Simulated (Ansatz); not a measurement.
System: AsBGeH₆O (SMILES B[O][GeH2][AsH2]).

Input

```
crystal:
  periodic: [false, false, false]
  atoms:
    - symbol: As
      position_ang: [1.207519, 0.510173, 0.766278]
    - symbol: B
      position_ang: [-1.926900, -0.175955, -0.961162]
    - symbol: Ge
      position_ang: [-0.735622, -0.699014, 1.560427]
    - symbol: O
      position_ang: [-1.945454, -0.815193, 0.215736]
    - symbol: H
      position_ang: [-1.016232, 0.584596, -1.251040]
    - symbol: H
      position_ang: [-2.842430, -0.371307, -1.732346]
    - symbol: H
      position_ang: [-0.376780, -2.155949, 1.897651]
    - symbol: H
      position_ang: [-1.498813, -0.034988, 2.719204]
    - symbol: H
      position_ang: [0.543400, 1.857187, 1.028766]
    - symbol: H
      position_ang: [1.782862, 0.457970, 2.182718]
basis:
  gaussian:
    orbitals: def2-TZVPD
hamiltonian:
  xc: pbe0
output: {forces: true, orbitals: {seedname: orbitals}}
```

Run with:

```sh
ansatz run input.yaml --threads 2 --pin off --max-ram 4350MiB --events-out events.jsonl --progress --plain --runs-dir runs
```

Geometry: PBE0-D3(BJ)/def2-SVP.

These are results of isolated molecule in a Gaussian basis; Kohn-Sham density functional theory, functional PBE0 (Ansatz), not measurements.

Question: What will maps of the electron density and electron localisation function show?

Answer: B–O (1.34 Å): ρ is about 2.2 e/Å³ halfway; the ELF peaks at about 0.90 between the atoms: a polar covalent bond.
Ge–O (1.81 Å): the density is about 0.91 e/Å³ at the midpoint; the ELF peaks at about 0.85 in the valence shell of O, 0.6 Å from its nucleus, and is about 0.35 at the midpoint.
Ge–As (2.42 Å): ρ at the midpoint is about 0.61 e/Å³; the ELF peaks at about 0.85 between the atoms: a covalent bond.
B–H (1.21 Å): ρ at the midpoint is about 1.2 e/Å³; the ELF climbs to about 1 towards the hydrogen, as it does in any bond to H; a covalent bond by its length.

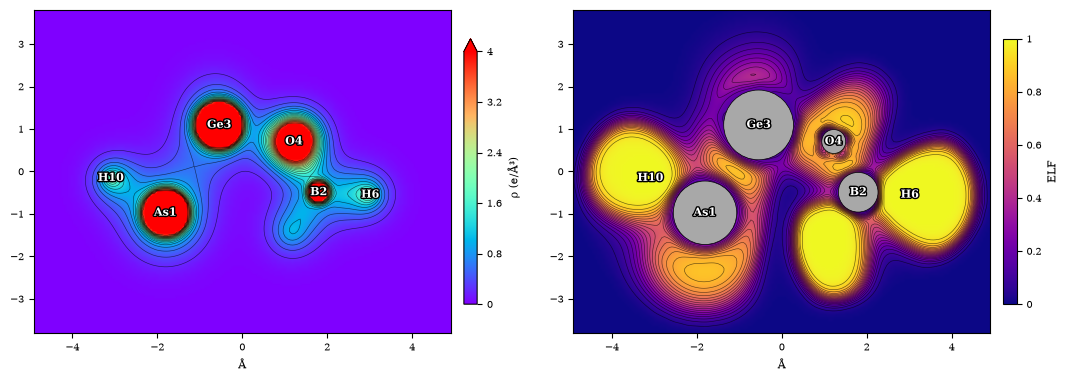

Computed electron density and electron localisation function on the plane of atoms As1, Ge3 and O4, in this order. Grey discs cover the atomic cores in the ELF map. 
